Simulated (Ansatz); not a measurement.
**GeNH4 (quartet): one geometry, many settings at distance Ge1–H5 along a hydrogen transfer = 1.534 Å**

What do other methods and options give for GeNH4 (quartet) at this geometry, and how long do they take?

Computed with Ansatz 0.2.0, Gaussian basis. Level: the settings change from run to run.

10 further runs of the same task are left out: 2 for a mislabelled method, 8 that didn't finish.

### Step 1. The geometry

The geometry derives from fragments relaxed apart (PBE0/def2-TZVP) and kept rigid, so it is no stationary point. A hydrogen atom is moved between rigid fragments. No spin-orbit coupling is included. The filled d shell of Ge may be among the frozen orbitals whatever the setting's name suggests; the logs give the count.

6 atoms, charge 0, spin multiplicity 4.

Atoms are counted from 1 here; the program's logs count them from 0.

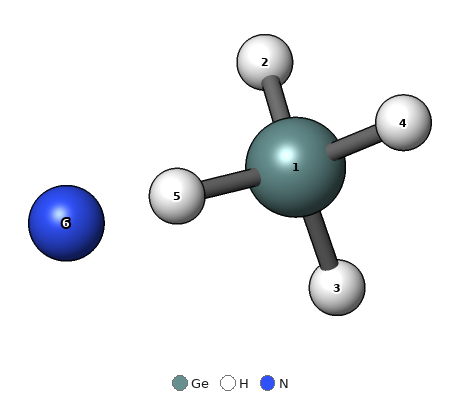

The structure; germanium teal, hydrogen white, nitrogen blue; atoms are numbered from 1 in the order of the file.

Coordinates:

```
Ge   -0.4586    0.0000    0.0000
H    -0.9701    1.4466    0.0000
H    -0.9701   -0.7233    1.2528
H    -0.9701   -0.7233   -1.2528
H     1.0757    0.0000    0.0000
N     2.5104    0.0000    0.0000
```

### Step 2. HF/cc-pVDZ

The input, in.yaml:

```yaml
crystal:
  periodic: [false, false, false]
  atoms:
    - {symbol: Ge, position_ang: [-0.458608, 0.000000, 0.000000]}
    - {symbol: H, position_ang: [-0.970058, 1.446599, 0.000000]}
    - {symbol: H, position_ang: [-0.970058, -0.723300, 1.252792]}
    - {symbol: H, position_ang: [-0.970058, -0.723299, -1.252792]}
    - {symbol: H, position_ang: [1.075741, 0.000000, 0.000000]}
    - {symbol: N, position_ang: [2.510392, 0.000000, 0.000000]}
basis:
  gaussian: {orbitals: cc-pVDZ}
magnetization: {spin_polarized: true, initial_magnetization: 3}
hamiltonian: {xc: hf}
output: {forces: true, orbitals: {seedname: orbitals}}
```

The run is started by

```bash
$ ansatz run in.yaml --threads 1 --pin off --events-out ev --progress --plain --max-ram 2393MiB
```

The log of the run:

```text
Functional definition: HF
  name "HF"
  cite "Fock, Z. Phys. 61, 126 (1930) doi:10.1007/BF01340294"
  parent pbe
  exchange = exact_x
  correlation = 0
637 factors; integrals over basis functions are off by at most 1.1e-3 eV
mean field evaluation 1: about -58013.0134 eV, gradient 9.7e0 eV
mean field evaluation 2: about -58013.0319 eV, gradient 9.8e0 eV
mean field evaluation 4: about -58014.2900 eV, gradient 1.3e0 eV
mean field evaluation 8: about -58014.3305 eV, gradient 1.3e-3 eV
mean field -58014.33048011 eV, -2131.9873216185 hartree, gradient 1.7e-5 eV, S^2 3.769657; 0 other end points of the search recorded, 0 dependent functions left out
the calculation of the forces begins
reference -58014.33048011 eV, -2131.9873216185 hartree; 23, 20 occupied and 38, 41 virtual orbitals, 637 factors
Total energy: -58014.33048011 eV, -2131.9873216185 hartree
Atom 0 at    -0.458608     0.000000     0.000000 Å, force    -1.199050    -0.000006    -0.000000 eV/Å
Atom 1 at    -0.970058     1.446599     0.000000 Å, force    -0.076901     0.048338     0.000000 eV/Å
Atom 2 at    -0.970058    -0.723300     1.252792 Å, force    -0.076899    -0.024166     0.041855 eV/Å
Atom 3 at    -0.970058    -0.723299    -1.252792 Å, force    -0.076899    -0.024166    -0.041855 eV/Å
Atom 4 at     1.075741     0.000000     0.000000 Å, force    -1.498414    -0.000000     0.000000 eV/Å
Atom 5 at     2.510392     0.000000     0.000000 Å, force     2.928163     0.000000    -0.000000 eV/Å
Dipole moment:     0.029412     0.000000    -0.000000 e Å
```

Run time: 1.1 s. Hardware: 1 thread of Arm Neoverse V2, shared host.

From the report: ⟨S²⟩ of the determinant 3.770 (pure quartet: 3.75).

### Step 3. HF/6-31G*

in.yaml, as its differences from that of step 2:

```diff
@@ -10,5 +10,5 @@
 basis:
-  gaussian: {orbitals: cc-pVDZ}
-magnetization: {spin_polarized: true, initial_magnetization: 3}
+  gaussian: {orbitals: "6-31G*", fitting: {mean_field: def2-universal-jkfit}}
+magnetization: {spin_polarized: false, initial_magnetization: 3}
 hamiltonian: {xc: hf}
-output: {forces: true, orbitals: {seedname: orbitals}}
+output: {orbitals: {seedname: orbitals}}
```

The command is unchanged.

The log of the run:

```text
Functional definition: HF
  name "HF"
  cite "Fock, Z. Phys. 61, 126 (1930) doi:10.1007/BF01340294"
  parent pbe
  exchange = exact_x
  correlation = 0
415 factors; integrals over basis functions are off by at most 7.9e-2 eV
mean field evaluation 1: about -58005.1870 eV, gradient 1.2e1 eV
mean field evaluation 2: about -58006.4858 eV, gradient 5.4e0 eV
mean field evaluation 4: about -58006.8150 eV, gradient 8.3e-1 eV
mean field evaluation 8: about -58006.8237 eV, gradient 2.3e-5 eV
mean field -58006.82369352 eV, -2131.7114522995 hartree, gradient 2.3e-5 eV, S^2 3.750000; 0 other end points of the search recorded, 0 dependent functions left out
reference -58006.82369352 eV, -2131.7114522995 hartree; 23, 20 occupied and 35, 38 virtual orbitals, 415 factors
Total energy: -58006.82369352 eV, -2131.7114522995 hartree
```

Run time: 0.36 s. Hardware: 1 thread of Arm Neoverse V2, shared host.

### Step 4. HF/def2-SVP

in.yaml, as its differences from that of step 3:

```diff
@@ -10,5 +10,5 @@
 basis:
-  gaussian: {orbitals: "6-31G*", fitting: {mean_field: def2-universal-jkfit}}
-magnetization: {spin_polarized: false, initial_magnetization: 3}
+  gaussian: {orbitals: def2-SVP}
+magnetization: {spin_polarized: true, initial_magnetization: 3}
 hamiltonian: {xc: hf}
-output: {orbitals: {seedname: orbitals}}
+output: {forces: true, orbitals: {seedname: orbitals}}
```

Launched as before.

The log of the run, shortened:

```text
Functional definition: HF
  name "HF"
  cite "Fock, Z. Phys. 61, 126 (1930) doi:10.1007/BF01340294"
  parent pbe
[...]
664 factors; integrals over basis functions are off by at most 1.3e-3 eV
[...]
mean field -58006.58937465 eV, -2131.7028412401 hartree, gradient 1.5e-5 eV, S^2 3.771276; 0 other end points of the search recorded, 0 dependent functions left out
[...]
reference -58006.58937465 eV, -2131.7028412401 hartree; 23, 20 occupied and 43, 46 virtual orbitals, 664 factors
Total energy: -58006.58937465 eV, -2131.7028412401 hartree
Atom 0 at    -0.458608     0.000000     0.000000 Å, force    -1.210572    -0.000006     0.000000 eV/Å
Atom 1 at    -0.970058     1.446599     0.000000 Å, force    -0.063883     0.017608     0.000000 eV/Å
Atom 2 at    -0.970058    -0.723300     1.252792 Å, force    -0.063880    -0.008801     0.015242 eV/Å
Atom 3 at    -0.970058    -0.723299    -1.252792 Å, force    -0.063881    -0.008801    -0.015242 eV/Å
Atom 4 at     1.075741     0.000000     0.000000 Å, force    -1.527018    -0.000000     0.000000 eV/Å
Atom 5 at     2.510392     0.000000     0.000000 Å, force     2.929233     0.000000    -0.000000 eV/Å
Dipole moment:     0.013587     0.000000     0.000000 e Å
```

Run time: 0.96 s. Hardware: 1 thread of Arm Neoverse V2, shared host.

From the report: ⟨S²⟩ of the determinant 3.771 (pure quartet: 3.75).

### Step 5. MP2 on UHF/cc-pVDZ

in.yaml, as its differences from that of step 4:

```diff
@@ -10,5 +10,5 @@
 basis:
-  gaussian: {orbitals: def2-SVP}
+  gaussian: {orbitals: cc-pVDZ}
 magnetization: {spin_polarized: true, initial_magnetization: 3}
-hamiltonian: {xc: hf}
-output: {forces: true, orbitals: {seedname: orbitals}}
+correlation: {method: mp2, electrons: outside_noble_gas}
+scf: {lower_state_search: full}
```

The command is unchanged.

The log of the run:

```text
Functional definition: HF
  name "HF"
  cite "Fock, Z. Phys. 61, 126 (1930) doi:10.1007/BF01340294"
  parent pbe
  exchange = exact_x
  correlation = 0
637 factors; integrals over basis functions are off by at most 1.1e-3 eV
mean field evaluation 1: about -58013.0134 eV, gradient 9.7e0 eV
mean field evaluation 2: about -58013.0319 eV, gradient 9.8e0 eV
mean field evaluation 4: about -58014.2900 eV, gradient 1.3e0 eV
mean field evaluation 8: about -58014.3305 eV, gradient 1.3e-3 eV
mean field evaluation 16: about -58010.2203 eV, gradient 1.7e1 eV
mean field evaluation 32: about -57986.4121 eV, gradient 2.3e1 eV
mean field -58014.33048011 eV, -2131.9873216185 hartree, gradient 7.0e-6 eV, S^2 3.769657; 2 other end points of the search recorded, 0 dependent functions left out
15 core orbitals not correlated: weight in the atoms' cores, before any rotation towards them, 0.999 or more for the frozen orbitals, at most 0.000 for the correlated occupied ones
reference -58014.33048011 eV, -2131.9873216185 hartree; 8, 5 occupied and 38, 41 virtual orbitals, 637 factors
second order -5.32081957 eV of doubles, -0.00000000 eV of singles
Total energy: -58019.65129968 eV, -2132.1828581312 hartree
```

Run time: 2.2 s. Hardware: 1 thread of Arm Neoverse V2, shared host.

From the report: ⟨S²⟩ of the determinant 3.770 (pure quartet: 3.75).

### Step 6. HF/def2-mTZVP

in.yaml, as its differences from that of step 5:

```diff
@@ -10,5 +10,5 @@
 basis:
-  gaussian: {orbitals: cc-pVDZ}
+  gaussian: {orbitals: def2-mTZVP, point_charges: [{charge: -1.00, position_ang: [7.123, -0.135, 0.742]}]}
 magnetization: {spin_polarized: true, initial_magnetization: 3}
-correlation: {method: mp2, electrons: outside_noble_gas}
-scf: {lower_state_search: full}
+hamiltonian: {xc: hf}
+output: {orbitals: {seedname: orbitals}}
```

Same command.

The log of the run:

```text
Functional definition: HF
  name "HF"
  cite "Fock, Z. Phys. 61, 126 (1930) doi:10.1007/BF01340294"
  parent pbe
  exchange = exact_x
  correlation = 0
639 factors; integrals over basis functions are off by at most 8.1e-4 eV
mean field evaluation 1: about -58013.8789 eV, gradient 1.1e1 eV
mean field evaluation 2: about -58013.8794 eV, gradient 1.1e1 eV
mean field evaluation 4: about -58015.2732 eV, gradient 2.4e0 eV
mean field evaluation 8: about -58015.3298 eV, gradient 3.4e-3 eV
mean field -58015.32979052 eV, -2132.0240455985 hartree, gradient 1.1e-5 eV, S^2 3.771529; 0 other end points of the search recorded, 0 dependent functions left out
reference -58015.32979052 eV, -2132.0240455985 hartree; 23, 20 occupied and 44, 47 virtual orbitals, 639 factors
Total energy: -58015.32979052 eV, -2132.0240455985 hartree
```

It took 0.66 s on 1 thread of Arm Neoverse V2, shared host.

From the report: ⟨S²⟩ of the determinant 3.772 (pure quartet: 3.75).

### Step 7. HF/STO-3G

in.yaml, as its differences from that of step 6:

```diff
@@ -10,5 +10,6 @@
 basis:
-  gaussian: {orbitals: def2-mTZVP, point_charges: [{charge: -1.00, position_ang: [7.123, -0.135, 0.742]}]}
+  gaussian: {orbitals: STO-3G}
 magnetization: {spin_polarized: true, initial_magnetization: 3}
 hamiltonian: {xc: hf}
-output: {orbitals: {seedname: orbitals}}
+accuracy: high
+output: {forces: true, orbitals: {seedname: orbitals}}
```

Same command.

The log of the run, shortened:

```text
Functional definition: HF
  name "HF"
  cite "Fock, Z. Phys. 61, 126 (1930) doi:10.1007/BF01340294"
  parent pbe
[...]
394 factors; integrals over basis functions are off by at most 3.7e-9 eV
[...]
mean field -57354.73903008 eV, -2107.7477829169 hartree, gradient 2.6e-8 eV, S^2 3.761347; 0 other end points of the search recorded, 0 dependent functions left out
[...]
reference -57354.73903008 eV, -2107.7477829169 hartree; 23, 20 occupied and 4, 7 virtual orbitals, 394 factors
Total energy: -57354.73903008 eV, -2107.7477829169 hartree
Atom 0 at    -0.458608     0.000000     0.000000 Å, force    -1.637976    -0.000004    -0.000000 eV/Å
Atom 1 at    -0.970058     1.446599     0.000000 Å, force     0.606150    -1.959609    -0.000000 eV/Å
Atom 2 at    -0.970058    -0.723300     1.252792 Å, force     0.606151     0.979807    -1.697078 eV/Å
Atom 3 at    -0.970058    -0.723299    -1.252792 Å, force     0.606151     0.979807     1.697078 eV/Å
Atom 4 at     1.075741     0.000000     0.000000 Å, force    -3.713089    -0.000000    -0.000000 eV/Å
Atom 5 at     2.510392     0.000000     0.000000 Å, force     3.532613     0.000000    -0.000000 eV/Å
Dipole moment:     0.059738    -0.000000    -0.000000 e Å
```

Run time: 0.39 s. Hardware: 1 thread of Arm Neoverse V2, shared host.

From the report: ⟨S²⟩ of the determinant 3.761 (pure quartet: 3.75).

### Step 8. HF/cc-pVDZ

in.yaml, as its differences from that of step 7:

```diff
@@ -10,6 +10,6 @@
 basis:
-  gaussian: {orbitals: STO-3G}
+  gaussian: {orbitals: cc-pVDZ, fitting: {mean_field: def2-universal-jkfit}}
 magnetization: {spin_polarized: true, initial_magnetization: 3}
 hamiltonian: {xc: hf}
-accuracy: high
+scf: {lower_state_search: off}
 output: {forces: true, orbitals: {seedname: orbitals}}
```

Same command.

The log of the run, shortened:

```text
Functional definition: HF
  name "HF"
  cite "Fock, Z. Phys. 61, 126 (1930) doi:10.1007/BF01340294"
  parent pbe
[...]
415 factors; integrals over basis functions are off by at most 3.7e-1 eV
[...]
mean field -58014.32922290 eV, -2131.9872754170 hartree, gradient 2.6e-6 eV, S^2 3.769663; 0 other end points of the search recorded, 0 dependent functions left out
[...]
reference -58014.32922290 eV, -2131.9872754170 hartree; 23, 20 occupied and 38, 41 virtual orbitals, 415 factors
Total energy: -58014.32922290 eV, -2131.9872754170 hartree
Atom 0 at    -0.458608     0.000000     0.000000 Å, force    -1.197109    -0.000006    -0.000000 eV/Å
Atom 1 at    -0.970058     1.446599     0.000000 Å, force    -0.077677     0.050216    -0.000000 eV/Å
Atom 2 at    -0.970058    -0.723300     1.252792 Å, force    -0.077675    -0.025105     0.043481 eV/Å
Atom 3 at    -0.970058    -0.723299    -1.252792 Å, force    -0.077675    -0.025105    -0.043481 eV/Å
Atom 4 at     1.075741     0.000000     0.000000 Å, force    -1.497973    -0.000000     0.000000 eV/Å
Atom 5 at     2.510392     0.000000     0.000000 Å, force     2.928108     0.000000    -0.000000 eV/Å
Dipole moment:     0.029445     0.000000    -0.000000 e Å
Checks for a lower state left out: stability, starts, cluster_reference, orbital_swaps, neighbouring_geometries, increment
```

Wall time 0.36 s (1 thread of Arm Neoverse V2, shared host).

From the report: ⟨S²⟩ of the determinant 3.770 (pure quartet: 3.75).

### Step 9. HF/6-31G*

in.yaml, as its differences from that of step 8:

```diff
@@ -10,6 +10,6 @@
 basis:
-  gaussian: {orbitals: cc-pVDZ, fitting: {mean_field: def2-universal-jkfit}}
-magnetization: {spin_polarized: true, initial_magnetization: 3}
+  gaussian: {orbitals: "6-31G*"}
+magnetization: {spin_polarized: false, initial_magnetization: 3}
 hamiltonian: {xc: hf}
-scf: {lower_state_search: off}
-output: {forces: true, orbitals: {seedname: orbitals}}
+scf: {lower_state_search: full}
+output: {orbitals: {seedname: orbitals}}
```

Same command.

The log of the run:

```text
Functional definition: HF
  name "HF"
  cite "Fock, Z. Phys. 61, 126 (1930) doi:10.1007/BF01340294"
  parent pbe
  exchange = exact_x
  correlation = 0
573 factors; integrals over basis functions are off by at most 1.1e-3 eV
mean field evaluation 1: about -58005.1718 eV, gradient 1.2e1 eV
mean field evaluation 2: about -58005.1880 eV, gradient 1.2e1 eV
mean field evaluation 4: about -58006.7287 eV, gradient 2.7e0 eV
mean field evaluation 8: about -58006.8250 eV, gradient 3.6e-1 eV
mean field evaluation 16: about -57960.1693 eV, gradient 4.6e1 eV
mean field evaluation 32: about -57950.6291 eV, gradient 5.0e1 eV
mean field evaluation 64: about -58006.8263 eV, gradient 9.6e-5 eV
mean field evaluation 96: about -58006.8261 eV, gradient 8.5e-2 eV
mean field -58006.82631276 eV, -2131.7115485547 hartree, gradient 1.2e-5 eV, S^2 3.750000; 5 other end points of the search recorded, 0 dependent functions left out
reference -58006.82631276 eV, -2131.7115485547 hartree; 23, 20 occupied and 35, 38 virtual orbitals, 573 factors
Total energy: -58006.82631276 eV, -2131.7115485547 hartree
```

Run time: 1.7 s. Hardware: 1 thread of Arm Neoverse V2, shared host.

### Step 10. The runs in one table

Where basis and cores are those of an earlier UCCSDT(Q)/cc-pVDZ run (-58021.0584 eV), and the state is the same kind, the miss against it is given.

```tsv
level	correlated	functions	energy (eV)	from UCCSDT(Q) (meV)	time
HF/cc-pVDZ		61	-58014.3305	6727.9	1.1 s
HF/6-31G*		58	-58006.8237		0.36 s
HF/def2-SVP		66	-58006.5894		0.96 s
MP2 on UHF/cc-pVDZ	outside noble gas	61	-58019.6513	1407.1	2.2 s
HF/def2-mTZVP (beside a point charge)		67	-58015.3298		0.66 s
HF/STO-3G		27	-57354.7390		0.39 s
HF/cc-pVDZ		61	-58014.3292	6729.2	0.36 s
HF/6-31G*		58	-58006.8263		1.7 s
```

### Step 11. Summary of results

```
quantity                      value
    runs                          8
quickest          HF/6-31G*, 0.36 s
 slowest  MP2 on UHF/cc-pVDZ, 2.2 s
```

Total energies in different bases, with other cores or another treatment of relativity can't be set against each other. MP2 on UHF/cc-pVDZ took 6 times as long as HF/6-31G*; the jobs differ in more than the method. Hartree-Fock, CASSCF and CASCI lack dynamic correlation by design.
